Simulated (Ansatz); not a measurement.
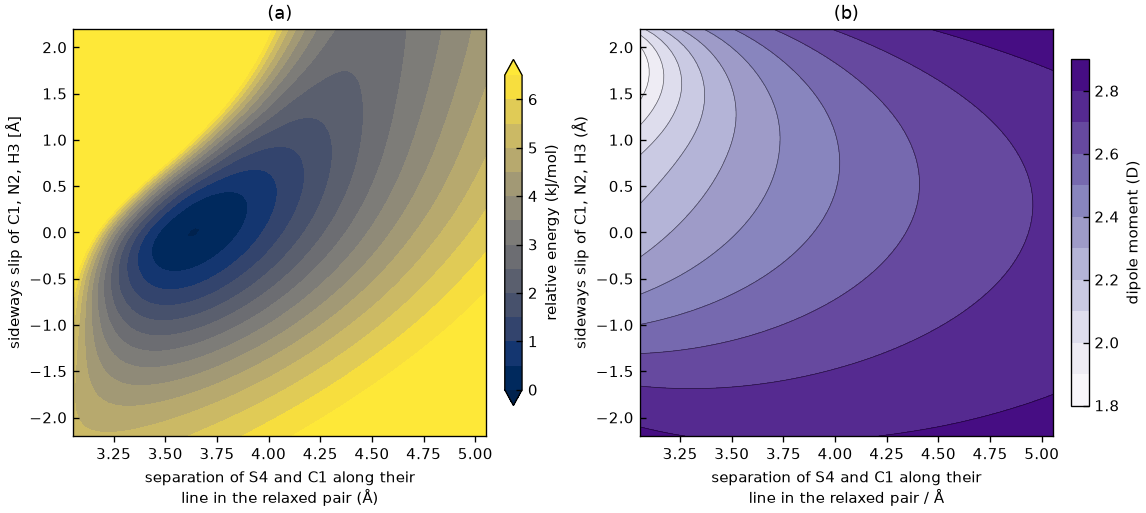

The pair CHN···CS₂. The first coordinate is: separation of S4 and C1 along their line in the relaxed pair; the second: sideways slip of C1, N2, H3. Nothing is relaxed (both partners rigid). The grid has 11 × 11 points. Points are written as (first, second). All energies are given in kJ/mol relative to the lowest grid point. Computed with Ansatz 0.2.0, RKS PBE0-D4/def2-SVPD.

Panel (a) is the energy and panel (b) the computed dipole moment on the same grid.

Drawn: filled contours, one colour for all values above the top of the scale. Between grid points the surface is interpolated.

> How does the dipole moment vary over the map, and what is it at the lowest grid point?

Leaving out the highest fifth of the energies, it runs from 2.28 D at (3.133 Å, 0.00 Å) to 2.86 D at (5.054 Å, 2.20 Å). At the lowest grid point, (3.608 Å, 0.00 Å), it is 2.42 D.
